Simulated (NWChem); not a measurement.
# BHLYP/pc-0 run of [PH2]− (phosphanide)

Aim: the vertical electron affinity of [PH2]− (phosphanide) at BHLYP/pc-0, from 2 runs. 

Program for the calculation: NWChem 7.3.0.

2 further runs of the same task are left out: 2 set aside as unsound or not needed.

## (1) Starting point

[PH2]− has 3 atoms, charge -1, and is taken as a singlet. SMILES: `[PH2-]`. Geometry: relaxed at GFN2-xTB.

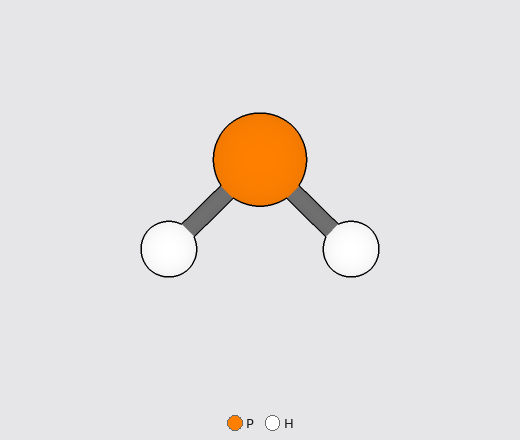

The structure, seen from a chosen angle (phosphorus orange, hydrogen white).

## (2) The energy at BHLYP/pc-0

Contents of a.nw:

```
start a
memory stack 880 mb heap 220 mb global 1100 mb
charge -1
geometry units angstroms noautosym nocenter
  zmatrix
    P
    H 1 r2
    H 1 r3 2 a3
  variables
    r2 1.345079
    r3 1.345112
    a3 90.9845
  end
end
basis spherical bse
  * library pc-0
end
dft
  xc bhlyp
  mult 1
  grid fine
  convergence energy 1e-06
  direct
  mulliken
end
task dft energy
```

Run with:

```console
$ nwchem a.nw > a.out
```

Standard output:

```text
[...]
          Wavefunction type:  closed shell.
          No. of atoms     :     3
          No. of electrons :    18
[...]
          Charge           :    -1
          Spin multiplicity:     1
[...]
          AO basis - number of functions:    17
[...]
              XC Information
              --------------
                        BHLYP Method XC Functional
                     Hartree-Fock (Exact) Exchange  0.500
                        Slater Exchange Functional  0.500 local
                    Becke 1988 Exchange Functional  0.500 non-local
              Lee-Yang-Parr Correlation Functional  1.000
[...]
 d= 0,ls=0.0,diis     1   -342.1755630808 -3.54D+02  7.85D-02  1.86D+00     0.1
[...]
 d= 0,ls=0.0,diis     6   -342.3146259983 -3.19D-08  8.26D-06  1.18D-09     0.5
         Total DFT energy =     -342.314625998324
      One electron energy =     -502.505151600450
           Coulomb energy =      172.365850392634
    Exchange-Corr. energy =      -24.253521860567
 Nuclear repulsion energy =       12.078197070059
[...]
      Total Density - Mulliken Population Analysis
     ---------------------------------------------
    Atom       Charge   Shell Charges
 -----------   ------   -------------------------------------------------------
    1 P   15    15.72   2.08  0.04  1.87  1.68  5.87  1.24  2.94
    2 H    1     1.14   0.61  0.53
    3 H    1     1.14   0.61  0.53
[...]
```

Run time: 1 s. Hardware: 1 thread of Intel Xeon Platinum 8488C (Sapphire Rapids), shared host; peak memory 0.11 GiB.

## (3) Doublet [PH2]2−, same level

Contents of run.py:

```python
from ase import Atoms
from ase.calculators.nwchem import NWChem

mol = Atoms('PHH', positions=[
    [0.498920, -0.293580, 0.245050],
    [0.105590, 0.990220, 0.165130],
    [-0.604500, -0.696650, -0.410180],
])

calc = NWChem(
    label='h2p',
    theory='dft',
    memory='2200 mb',
    basis='pc-0',
    basispar='spherical bse',
    charge=-2,
    dft={'xc': 'bhlyp', 'mult': '2', 'grid': 'fine', 'convergence': 'energy 1e-06', 'direct': None, 'iterations': '150', 'mulliken': None},
    task='energy',
)
mol.calc = calc

e = mol.get_potential_energy()
print(f"E = {e:.6f} eV")
```

Run with:

```console
$ export ASE_NWCHEM_COMMAND="nwchem PREFIX.nwi > PREFIX.nwo"
$ python run.py
```

Standard output:

```text
E = -9303.009042 eV
```

The calculator wrote h2p.nwi:

```
title "h2p"

permanent_dir h2p

scratch_dir h2p

start h2p

geometry units angstrom nocenter noautosym noautoz
  P  4.9891999999999997e-01 -2.9358000000000001e-01 2.4504999999999999e-01
  H  1.0559000000000000e-01 9.9021999999999999e-01 1.6513000000000000e-01
  H  -6.0450000000000004e-01 -6.9664999999999999e-01 -4.1017999999999999e-01
end

charge -2

memory 2200 mb

basis spherical bse noprint
   * library pc-0
end

dft
  xc bhlyp
  mult 2
  grid fine
  convergence energy 1e-06
  direct
  iterations 150
  mulliken
end

task dft energy
```

h2p.nwo:

```text
Northwest Computational Chemistry Package (NWChem) 7.3.0
             --------------------------------------------------------

           Job information
           ---------------

    nwchem branch   = 7.3.0
    use scalapack   = T
    input           = h2p.nwi
    prefix          = h2p.
    data base       = h2p/h2p.db
    status          = startup
    nproc           =        1

           Memory information
           ------------------

    heap     =     72089598 doubles =      550.0 Mbytes
    stack    =     72089595 doubles =      550.0 Mbytes
    global   =    144179200 doubles =     1100.0 Mbytes (distinct from heap & stack)
    total    =    288358393 doubles =     2200.0 Mbytes
    verify   = yes
    hardfail = no

           Directory information
           ---------------------

  0 permanent = h2p
  0 scratch   = h2p

[... 28 lines left out ...]
            Nuclear Dipole moment (a.u.)
[... 65 lines left out ...]
          Convergence on gradient requested:  5.00D-04
[... 24 lines left out ...]
          Convergence aids based upon iterative change in
[... 30 lines left out ...]
 1-e energy   =    -554.649213
[... 43 lines left out ...]
         Total DFT energy =     -341.879279288182
[... 2 lines left out ...]
    Exchange-Corr. energy =      -24.516174716139
[... 138 lines left out ...]
                     DFT Final Beta Molecular Orbital Analysis
[... 182 lines left out ...]
     --------------------------
     Expectation value of S2:
     --------------------------
      <S2> =      0.7515 (Exact =     0.7500)

 center of mass
 --------------
 x =   0.85641315 y =  -0.50394029 z =   0.42063638

 moments of inertia (a.u.)
 ------------------
           7.939820560455           0.071726812084          -2.594213876451
           0.071726812084           6.201116860565          -0.652436783227
          -2.594213876451          -0.652436783227          11.123507807941

     Multipole analysis of the density
     ---------------------------------

     L   x y z        total         alpha         beta         nuclear
     -   - - -        -----         -----         ----         -------
     0   0 0 0     -2.000000    -10.000000     -9.000000     17.000000

     1   1 0 0     -1.374873     -7.467317     -7.107084     13.199528
[... 8 lines of this table left out ...]
     2   0 0 2    -18.255960    -12.302552     -9.868215      3.914808

 Task  times  cpu:        0.8s     wall:        0.8s
 Total times  cpu:        0.8s     wall:        0.8s
```

Wall time 1.8 s (1 thread of Intel Xeon Platinum 8488C (Sapphire Rapids), shared host); peak memory 0.11 GiB.

## (4) Summary of results

At BHLYP/pc-0:

| quantity | value |
| --- | --- |
| singlet [PH2]−: total energy | -342.31463 Eh |
| singlet [PH2]−: HOMO energy | 1.62 eV |
| singlet [PH2]−: LUMO energy | 10.32 eV |
| singlet [PH2]−: HOMO–LUMO gap (to an unbound level, set by the basis) | 8.70 eV |
| doublet [PH2]2−: total energy | -341.87928 Eh |
| doublet [PH2]2−: HOMO energy (highest over α and β) | 13.39 eV |
| doublet [PH2]2−: LUMO energy (lowest over α and β) | 16.90 eV |
| doublet [PH2]2−: ⟨S²⟩ | 0.751 |
| vertical electron affinity (to the doublet dianion) | -11.846 eV |

**Reading.** The dianion lies 11.85 eV (1143 kJ/mol) above the anion: the electron isn't bound at this level, and such a value depends on the basis. Without diffuse functions anions come out too high. The HOMO (singlet [PH2]−) lies at positive energy, 1.62 eV; only total energies tell whether the electron is bound. Mulliken charges (doublet [PH2]2−) run from -1.22 on P1 to -0.39 on H2; they depend strongly on the basis. The HOMO (doublet [PH2]2−) lies at positive energy, 13.39 eV; only total energies tell whether the electron is bound.
